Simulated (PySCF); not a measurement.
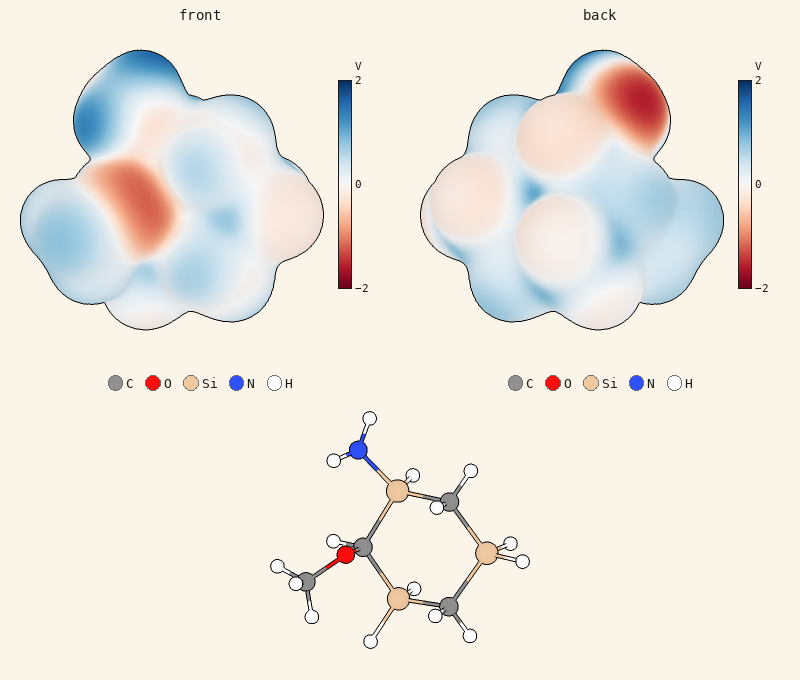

Figure 1: C$_{4}$H$_{15}$NOSi$_{3}$. The electrostatic potential painted on the density surface at 0.002 e/bohr³, seen from the front and from behind; the colour scale runs from red (negative) to blue (positive). The bare structure is drawn below in the same view.

Geometry: GFN2-xTB.

Method: PBE0/pcSseg-1, SCF density, gas phase, non-relativistic (PySCF 2.14.0).

```xyz
24

C     2.6761   -0.1639   -1.3419
O     1.3910    0.2855   -1.0306
C     1.0128    0.0922    0.3469
Si    0.4217   -1.6932    0.6555
C    -1.0689   -2.0177   -0.4684
Si   -2.4956   -0.7859   -0.2265
C    -1.8404    0.9823   -0.4408
Si   -0.3341    1.4144    0.6414
N     0.4392    2.9240    0.3104
H     3.4339    0.3439   -0.7290
H     2.8475    0.0706   -2.3926
H     2.7789   -1.2446   -1.1903
H     1.8752    0.3282    0.9822
H     1.4878   -2.6741    0.3760
H     0.0786   -1.8117    2.0780
H    -0.7400   -1.9728   -1.5065
H    -1.4301   -3.0321   -0.3065
H    -3.5543   -1.0540   -1.2187
H    -3.0746   -0.9516    1.1157
H    -2.6426    1.6904   -0.2371
H    -1.5668    1.1268   -1.4863
H    -0.7101    1.4608    2.0618
H     1.1190    2.9387   -0.4333
H    -0.1158    3.7636    0.2816
```

Question: Which sites attract a positive test charge, and which a negative one?

Answer: A positive charge is drawn to the negative regions and a negative charge to the positive ones. The most negative region (about −1.5 V) lies over N9, the most positive (about +1.4 V) over H24. N9 is the likeliest acceptor of a hydrogen bond.
